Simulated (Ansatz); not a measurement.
## Fields on a plane of CaSnO3 (space group R-3)

```
CELL_PARAMETERS angstrom
      2.72681     1.57433     5.00652
     -2.72681     1.57433     5.00652
      0.00000    -3.14865     5.00652
ATOMIC_POSITIONS crystal
  Ca 0.63790 0.63790 0.63790
  Ca 0.36210 0.36210 0.36210
  Sn 0.84657 0.84657 0.84657
  Sn 0.15343 0.15343 0.15343
  O  0.96524 0.55580 0.21016
  O  0.03476 0.44420 0.78984
  O  0.21016 0.96524 0.55580
  O  0.78984 0.03476 0.44420
  O  0.55580 0.21016 0.96524
  O  0.44420 0.78984 0.03476
```

The slice is a (0001) plane (indices of the conventional cell) through the point (0.153, 0.153, 0.153) (fractional), spanned by u = [1 0 -1] and v = [-1 2 -1] in vectors of this cell: u (5.45 Å) and v (9.45 Å, at 90° to u). It covers one period; positions are fractions (u, v).

Atoms on it: Sn at (0.00, 0.00); Sn at (0.50, 0.50). Other atoms lie within 1 Å of the plane.

Method: LDA (plane waves to 420 eV, PAW, scalar-relativistic; Ansatz, a program for electronic structure). k mesh 7×7×7. Inside the PAW spheres the values are not all-electron values, and peaks at nuclei hang on which shells count as valence. CaSnO3 was relaxed with its symmetry unable to fall.

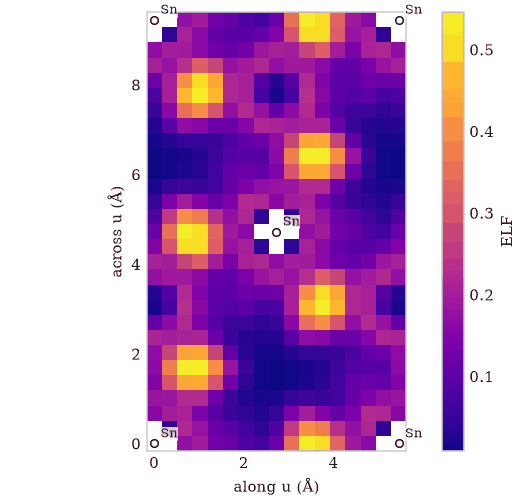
Figure. Electron localisation function (ELF), one period of the plane, atoms marked. Points within 0.4 Å of a nucleus are left white, as the pseudised field means little there.

```tsv
v \ u	0.00	0.12	0.25	0.38	0.50	0.62	0.75	0.88
0.93	0.4	-0.2	-0.6	-0.6	-0.3	-0.4	-0.5	-0.3
0.86	-0.8	-0.5	-0.4	0.0	0.8	0.0	-0.8	-0.9
0.79	-1.3	-0.9	-0.6	-0.2	0.5	-0.2	-1.0	-1.3
0.71	-1.7	-1.4	-1.2	-0.8	-0.5	-0.4	-0.9	-1.5
0.64	-1.8	-1.6	-1.2	-0.8	-0.6	-0.4	-0.9	-1.5
0.57	-1.4	-1.1	-0.9	-0.3	0.4	-0.3	-1.0	-1.4
0.50	-0.9	-0.5	-0.5	0.3	1.2	0.3	-0.8	-1.1
0.43	-0.3	-0.4	-0.5	-0.3	0.4	-0.2	-0.6	-0.6
0.36	0.8	0.0	-0.8	-0.9	-0.8	-0.5	-0.4	0.0
0.29	0.5	-0.2	-1.0	-1.3	-1.3	-0.9	-0.6	-0.2
0.21	-0.5	-0.4	-0.9	-1.5	-1.7	-1.4	-1.2	-0.8
0.14	-0.6	-0.4	-0.9	-1.5	-1.8	-1.6	-1.2	-0.8
0.07	0.4	-0.3	-1.0	-1.4	-1.4	-1.1	-0.9	-0.3
0.00	1.2	0.3	-0.8	-1.1	-0.9	-0.5	-0.5	0.3
```

Values: log₁₀ of the valence density in e/Å³. The scale is logarithmic, as a density can span decades between atoms and voids.
